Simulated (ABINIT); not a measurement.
# RbCaH3 (Pm-3m): G0W0 in ABINIT against the exchange cutoff, part 2 of 2

How does the gap of RbCaH3 (Pm-3m) converge in the exchange cutoff?

ABINIT 10.8.3; LDA and many-body steps on it, plane waves. Known limits of the many-body steps: not at the basis limit; no spin-orbit coupling; coarse k mesh.

So far. Step 2 (Screening, 2×2×2 mesh, 49 bands, screening to 106.1 eV): Local fields lower ε∞ by 11 %. On a Γ-centred mesh this coarse the value itself is usually too large, while a short band sum pulls it down. Step 5 (12.4 Ha): The gap on the mesh goes from 2.93 eV to 5.38 eV, a correction of +2.44 eV.

**6. 21.7 Ha**

Level of this step: G0W0 on LDA, plane waves, norm-conserving pseudopotentials (ABINIT).

run.abi reads:

```
acell 3*1.0 Angstrom
rprim 
  4.547000000000 0.000000000000 0.000000000000
  0.000000000000 4.547000000000 0.000000000000
  0.000000000000 0.000000000000 4.547000000000
ntypat 3
znucl 37 20 1
natom 5
typat 1 2 3 3 3
xred 
  0.000000000000 0.000000000000 0.000000000000
  0.500000000000 0.500000000000 0.500000000000
  0.000000000000 0.500000000000 0.500000000000
  0.500000000000 0.000000000000 0.500000000000
  0.500000000000 0.500000000000 0.000000000000
pp_dirpath "pseudos"
pseudos "Rb.upf, Ca.upf, H.upf"
ecut 31
ngkpt 2 2 2
nshiftk 1
shiftk 0 0 0
kptopt 1
chksymbreak 0
istwfk *1
occopt 1
irdwfk 1
optdriver 4
nband 49
gwcalctyp 0
ecutsigx 21.7
symsigma 1
nkptgw 2
kptgw 
  0.5000000000 0.5000000000 0.0000000000
  0.0000000000 0.0000000000 0.0000000000
bdgw 
  10 14
  10 14
ecuteps 3.9
irdscr 1
ppmodel 1
indata_prefix "in"
outdata_prefix "out"
tmpdata_prefix "tmp"
```

Run with:

```console
OMP_NUM_THREADS=1 mpirun -n 4 abinit run.abi > log
```

Log:

```text
.Version 10.8.3 of ABINIT. v10.8.2 released Aug 2026.

 Symmetries : space group Pm -3 m (#221); Bravais cP (primitive cubic)
[... echo of the input left out ...]
== DATASET  1 ==================================================================
-   mpi_nproc: 4, omp_nthreads: 1 (-1 if OMP is not activated)

--- !DatasetInfo
iteration_state: {dtset: 1, }
dimensions: {natom: 5, nkpt: 4, mband: 49, nsppol: 1, nspinor: 1, nspden: 1, mpw: 5248, }
cutoff_energies: {ecut:  31.0, pawecutdg:  -1.0, }
[...]
Band     E0 <VxcDFT>   SigX SigC(E0)      Z dSigC/dE  Sig(E)    E-E0       E
[...]
13   5.719 -13.158  -5.913  -3.761   0.783  -0.277 -10.429   2.728   8.447
       14   5.719 -13.158  -5.913  -3.761   0.783  -0.277 -10.429   2.728   8.447

== END DATASET(S) ==============================================================
================================================================================

 -outvars: echo values of variables after computation  --------
           etotal      0.0000000000E+00
            nband          49
             nkpt           4
          spgroup         221
 [... the other variables as echoed above ...]

 Calculation completed.
```

Run time: 5.5 s. Hardware: 4 MPI ranks of Arm Neoverse V1, shared host; peak memory 0.54 GiB.

Numbers from this step:

| Quantity | Value |
| --- | --- |
| G0W0 gap on the points computed | 5.368 eV |
| starting gap on the mesh | 2.932 eV |
| k of the valence top | 0.5, 0.5, 0 |
| k of the conduction bottom | 0.5, 0.5, 0 |
| least direct G0W0 gap on the computed points | 5.368 eV |

Against the run before, the gap moves by −0.009 eV.

**7. 31 Ha**

Changes to run.abi since step 6:

```diff
@@ -29,3 +29,3 @@
 gwcalctyp 0
-ecutsigx 21.7
+ecutsigx 31
 symsigma 1
```

Log:

```text
.Version 10.8.3 of ABINIT. v10.8.2 released Aug 2026.

 Symmetries : space group Pm -3 m (#221); Bravais cP (primitive cubic)
[... echo of the input left out ...]
== DATASET  1 ==================================================================
-   mpi_nproc: 4, omp_nthreads: 1 (-1 if OMP is not activated)

--- !DatasetInfo
iteration_state: {dtset: 1, }
dimensions: {natom: 5, nkpt: 4, mband: 49, nsppol: 1, nspinor: 1, nspden: 1, mpw: 5248, }
cutoff_energies: {ecut:  31.0, pawecutdg:  -1.0, }
[...]
Band     E0 <VxcDFT>   SigX SigC(E0)      Z dSigC/dE  Sig(E)    E-E0       E
[...]
13   5.719 -13.158  -5.920  -3.761   0.783  -0.277 -10.435   2.723   8.442
       14   5.719 -13.158  -5.920  -3.761   0.783  -0.277 -10.435   2.723   8.442

== END DATASET(S) ==============================================================
================================================================================

 -outvars: echo values of variables after computation  --------
           etotal      0.0000000000E+00
            nband          49
             nkpt           4
          spgroup         221
 [... the other variables as echoed above ...]

 Calculation completed.
```

The job ended after 5.5 s (4 MPI ranks; peak memory 0.64 GiB; 22 s of CPU time).

Numbers from this step:

| Property | Result |
| --- | --- |
| G0W0 gap on the points computed | 5.367 eV |
| starting gap on the mesh | 2.932 eV |
| k of the valence top | 0.5, 0.5, 0 |
| k of the conduction bottom | 0.5, 0.5, 0 |
| least direct G0W0 gap on the computed points | 5.367 eV |

Against the run before, the gap moves by −0.001 eV.

**8. The runs together**

Times are wall times on 4 MPI ranks of Arm Neoverse V1, shared host, good to a factor of about two. A run's time includes the screening step that it read.

```csv
run,mesh,bands,screening cutoff (eV),DFT gap (eV),gap on the mesh (eV),direct (eV),ε∞ used,time
3.1 Ha,2×2×2,49,106.1,2.932,5.466,5.466,3.79,9.4 s
6.2 Ha,2×2×2,49,106.1,2.932,5.414,5.414,3.79,10 s
12.4 Ha,2×2×2,49,106.1,2.932,5.377,5.377,3.79,11 s
21.7 Ha,2×2×2,49,106.1,2.932,5.368,5.368,3.79,11 s
31 Ha,2×2×2,49,106.1,2.932,5.367,5.367,3.79,11 s
```

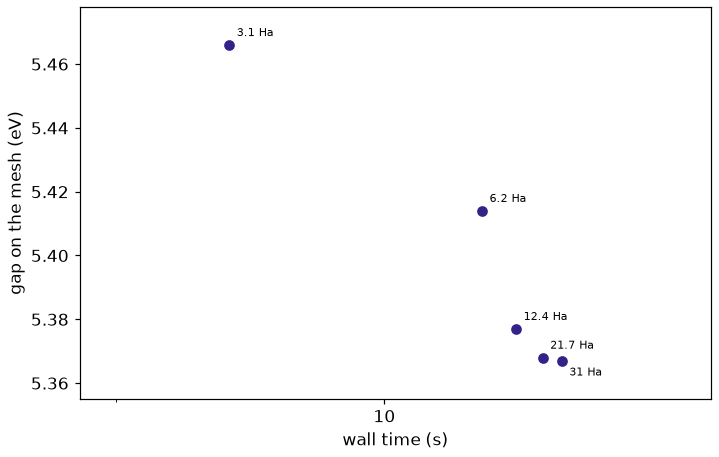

Result against wall time.

**9. What came out**

- 3.1 Ha: 5.466 eV
- 6.2 Ha: 5.414 eV
- 12.4 Ha: 5.377 eV
- 21.7 Ha: 5.368 eV
- 31 Ha: 5.367 eV
- known limits: not at the basis limit; no spin-orbit coupling; coarse k mesh

The setting moved: exchange cutoff. From 3.1 Ha to 31 Ha the gap moves by −0.10 eV. It holds to 0.03 eV from 12.4 Ha on. Bands and screening cutoff are coupled, so a series along one setting does not show full convergence. Below the screening cutoff the correlation part is cut too. Bands and cutoff are finite, so the gap is not at the basis limit. The miss can reach some tenths of an eV and take either sign; the mesh is an error of its own. In the G0W0 runs levels were corrected at 2 k points alone, so a gap called «on the mesh» is the least over those, and an edge elsewhere would be missed. The 2×2×2 mesh is coarse for this cell, which bears on the long-range parts of exchange and screening. This is the ideal cubic cell; many perovskites, halides above all, are cubic only on average, and local tilts or off-centring can widen the gap. The many-body steps are scalar-relativistic: spin-orbit coupling is not in them.

[Paths, hosts, dates, memory and timing lines, banners, echoed tables and standing remarks are left out of the program output.]

[Logs are printed without paths, hosts, clocks, repeated set-up lines and the standing remarks that a program may print on its own settings, such as how far it seeks lower states.]

[Runs of the session that timed out or met a known fault of the program may be left out.]

[Hosts, paths, dates, database ids (printed as entryN), source tags and the programs' standing remarks are cut or masked in the printed files.]

[G0W0 gaps are taken among the corrected bands and points alone; a level outside them can change the order at an edge.]

[Where Ansatz stands beside ABINIT at settings called matched, ABINIT's density can come from a denser mesh and the files from another edition; pairs whose starting gaps differed by over 0.03 eV were left out, so agreement reads better than it is.]
